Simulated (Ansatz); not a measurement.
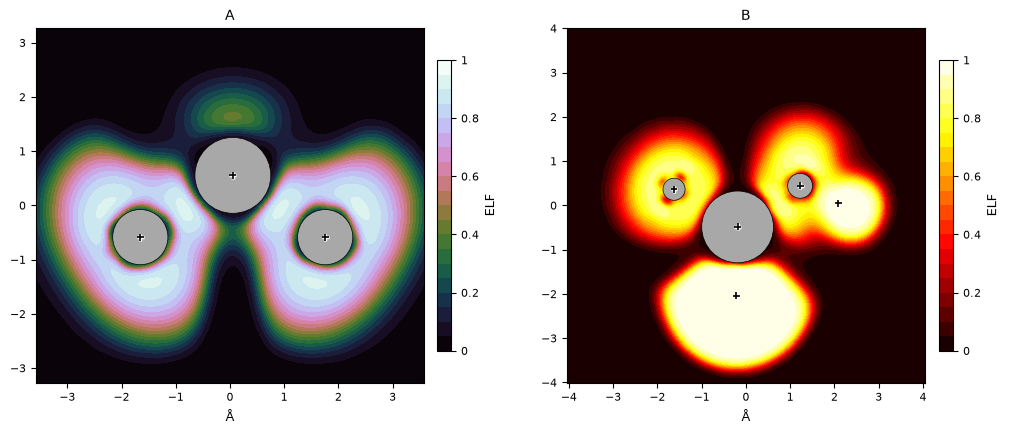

The ELF of 2 systems, each on a plane through atoms (crosses mark nuclei in the plane; grey discs cover the cores).

Level of theory: RHF/6-31G* in Ansatz.

System 1: AlFH$_{2}$O···NH$_{3}$, the plane of atoms Al1, O6 and H7. Not at a stationary point (largest force 1.4 eV/Å).

```xyz
9

Al   -0.1712    0.4278   -0.4812
N     0.0166    0.1663    2.6029
H    -0.8027   -0.0350    3.1428
H     0.8154    0.0567    3.1949
H     1.1738   -0.1618   -1.0315
O    -1.7002   -0.1918   -0.8462
H    -1.8110   -1.0157   -1.2969
F    -0.1465    1.8954    0.3131
H    -0.0326    1.1480    2.3030
```

System 2: Cl$_{2}$H$_{2}$Si···H$_{2}$S, the plane of atoms Cl3, Si1 and Cl4. Not at a stationary point (largest force 1.3 eV/Å).

```yaml
atoms:
  - { symbol: Si, position_ang: [-0.1200, -0.1901, -0.1638] }
  - { symbol: H, position_ang: [0.0132, -0.0432, 1.2819] }
  - { symbol: Cl, position_ang: [1.7332, -0.4290, -1.0116] }
  - { symbol: Cl, position_ang: [-1.1325, 1.4169, -0.9321] }
  - { symbol: H, position_ang: [-0.8934, -1.3803, -0.5117] }
  - { symbol: S, position_ang: [1.4506, 2.2958, 1.5015] }
  - { symbol: H, position_ang: [2.6499, 1.7670, 1.7061] }
  - { symbol: H, position_ang: [0.7995, 1.3585, 2.2483] }
```

**Match each panel to its system.**

Panel A is system 2, Cl$_{2}$H$_{2}$Si···H$_{2}$S: the plane holds Si and Cl. Si–Cl (2.05 Å): the ELF peaks at about 0.90 between the atoms (a shared but strongly polarised pair). Panel B is system 1, AlFH$_{2}$O···NH$_{3}$: the plane holds Al, H, O and F. Al–F (1.67 Å): the ELF peaks at about 0.85 in the valence shell of F, 0.5 Å from its nucleus, and is about 0.30 at the midpoint.
